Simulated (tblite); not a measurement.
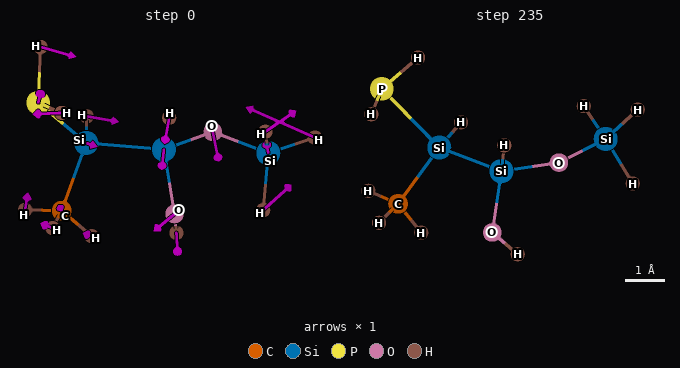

The structure of CH₁₁O₂PSi₃ before (left) and after (right) a relaxation, at one scale. The purple arrows give the displacements, at their true length.

Style: ball-and-stick. Shown from a free direction.

Theory: tblite, GFN2-xTB geometry optimisation, gas phase. 

What changed between the two?

The largest move after the best rigid fit is that of an H atom, 2.17 Å. By element the largest moves are H 2.17 Å, O 1.47 Å, Si 0.95 Å, P 0.72 Å, C 0.31 Å. Some distances before and after: Si–Si 2.723 → 3.196 Å, O–Si 1.732 → 1.617 Å, Si–Si 2.220 → 2.310 Å, O–Si 1.716 → 1.627 Å. Bond angles that change, for instance: Si–O–Si 104.3° → 160.4°, Si–P–H 111.6° → 95.3°, Si–O–H 108.0° → 122.2°. Groups turn about O–Si by about 165°, O–Si by about 160°, O–Si by about 100°. Over 235 geometry steps the energy falls by 1.812 eV. Cost: 2.4 s on 1 thread of Arm Neoverse V1, on a shared host.
